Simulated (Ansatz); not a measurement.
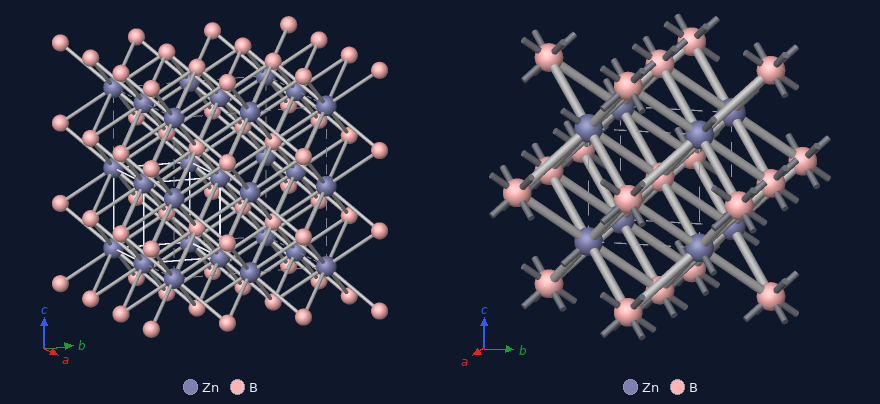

Left: the structure. Right: its underlying net. Nodes are coloured by element. Edges to nodes outside the piece are drawn as stubs.

The compound is ZnB (space group Pm-3m, No. 221), taken as the geometry relaxed with Ansatz 0.2.0, DFT PBE, scalar-relativistic, plane waves, PAW; the starting structure was generated, so it need not be a known form of this composition.

Bonds are taken as B–Zn below 2.7 Å; no other contact counts. The graph is simplified in the usual way: terminal and isolated atoms are pruned, two-connected atoms become edges.

The result is a uninodal 8-connected, three-periodic net: Zn and B are 8-connected nodes. It is the bcu net, known from CsCl and the body-centred cubic metals. It is a single net, without interpenetration.

```json
{"node": "Zn and B", "links": "8", "point symbol": "4²⁴·6⁴", "coordination sequence": "8 26 56 98 152 218 296 386"}
```
